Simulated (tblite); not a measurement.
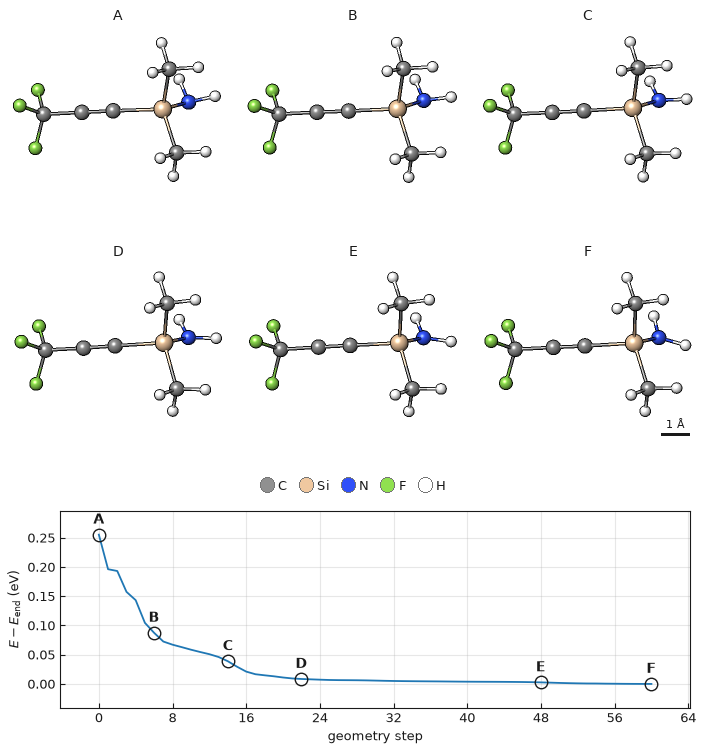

Frames of a relaxation of C5H8F3NSi, marked on the history of the run. Style: ball-and-stick. Shown at a tilt.

All numbers below come from tblite, GFN2-xTB geometry optimisation, gas phase. 

Describe the path.

After 60 geometry steps the energy has fallen by 0.255 eV. The atom that moves furthest after the best rigid fit is an H atom (0.59 Å). Largest moves by element: H 0.59 Å, C 0.18 Å, Si 0.09 Å, F 0.07 Å, N 0.05 Å. Among the contacts that change: C–Si 1.846 → 1.896 Å, C–Si 1.869 → 1.906 Å, H–N 1.031 → 1.006 Å, C–H 1.105 → 1.086 Å. Bond angles that change, for instance: Si–N–H 110.1° → 120.6°, C–Si–N 109.0° → 117.5°, H–N–H 105.6° → 110.7°. From step 0 to 6: an H atom moves most (0.10 Å), energy −0.168 eV. From step 6 to 14: an H atom moves most (0.14 Å), energy −0.049 eV. From step 14 to 22: an H atom moves most (0.15 Å), energy −0.030 eV. From step 22 to 48: an H atom moves most (0.12 Å), energy −0.006 eV. From step 48 to 60: H atoms move most (0.14 Å), energy −0.003 eV.

```json
{"step": "0", "E − E(0), eV": "0.0000"}
{"step": "1", "E − E(0), eV": "-0.0591"}
{"step": "2", "E − E(0), eV": "-0.0622"}
{"step": "3", "E − E(0), eV": "-0.0978"}
{"step": "4", "E − E(0), eV": "-0.1121"}
{"step": "5", "E − E(0), eV": "-0.1508"}
{"step": "6", "E − E(0), eV": "-0.1679"}
{"step": "7", "E − E(0), eV": "-0.1828"}
{"step": "8", "E − E(0), eV": "-0.1882"}
{"step": "9", "E − E(0), eV": "-0.1924"}
{"step": "10", "E − E(0), eV": "-0.1968"}
{"step": "13", "E − E(0), eV": "-0.2093"}
{"step": "15", "E − E(0), eV": "-0.2259"}
{"step": "18", "E − E(0), eV": "-0.2406"}
{"step": "21", "E − E(0), eV": "-0.2460"}
{"step": "23", "E − E(0), eV": "-0.2475"}
{"step": "26", "E − E(0), eV": "-0.2488"}
{"step": "28", "E − E(0), eV": "-0.2491"}
{"step": "31", "E − E(0), eV": "-0.2500"}
{"step": "34", "E − E(0), eV": "-0.2507"}
{"step": "36", "E − E(0), eV": "-0.2509"}
{"step": "39", "E − E(0), eV": "-0.2514"}
{"step": "42", "E − E(0), eV": "-0.2517"}
{"step": "44", "E − E(0), eV": "-0.2518"}
{"step": "47", "E − E(0), eV": "-0.2523"}
{"step": "49", "E − E(0), eV": "-0.2531"}
{"step": "52", "E − E(0), eV": "-0.2543"}
{"step": "55", "E − E(0), eV": "-0.2549"}
{"step": "57", "E − E(0), eV": "-0.2552"}
{"step": "60", "E − E(0), eV": "-0.2554"}
```
